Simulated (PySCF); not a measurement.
Consider C$_{2}$H$_{8}$Ge (ethylgermane).

```
atom    x (Å)    y (Å)    z (Å)
   C  -1.2928   0.6314  -0.1640
   C  -0.4013  -0.6036  -0.1215
  Ge   1.4872  -0.2007   0.2229
   H  -1.2673   1.1851   0.7881
   H  -0.9820   1.3312  -0.9562
   H  -2.3445   0.3655  -0.3583
   H  -0.7383  -1.3034   0.6609
   H  -0.4535  -1.1574  -1.0734
   H   2.0427   0.7181  -0.8848
   H   1.6346   0.5276   1.5748
   H   2.3246  -1.4941   0.2621
```

Geometry: PBE0-D3(BJ)/ma-def2-SVP.

Method: PySCF, DFT single point, gas phase, functional wB97X.

### Predict the electron density and electron localisation function between the atoms.

C–C (1.52 Å): the density is about 1.7 e/Å³ at the midpoint; the ELF peaks at about 0.95 between the atoms: a covalent bond.
C–Ge (1.96 Å): ρ is about 0.88 e/Å³ halfway; the ELF peaks at about 0.95 between the atoms (localised, covalent bonding).
C–H (1.10 Å): the density is about 1.9 e/Å³ at the midpoint; the ELF climbs to about 1 towards the hydrogen, as it does in any bond to H (a covalent bond by its length).
Ge–H (1.54 Å): ρ is about 1 e/Å³ halfway; the ELF climbs to about 1 towards the hydrogen.

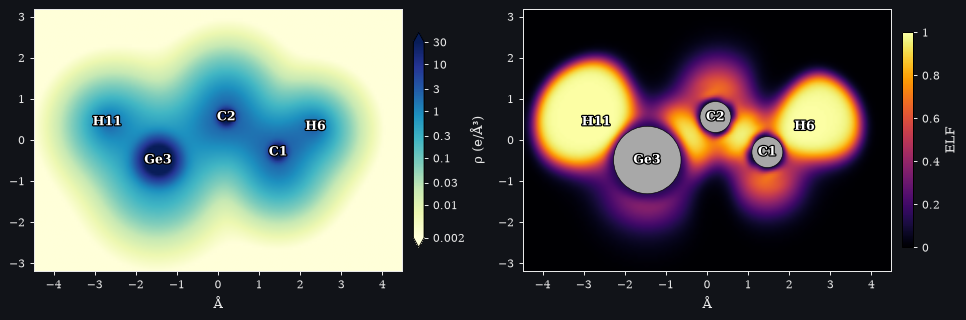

Computed electron density and electron localisation function on the plane of atoms C2, Ge3 and H11, in this order. Grey discs cover the atomic cores in the ELF map. 
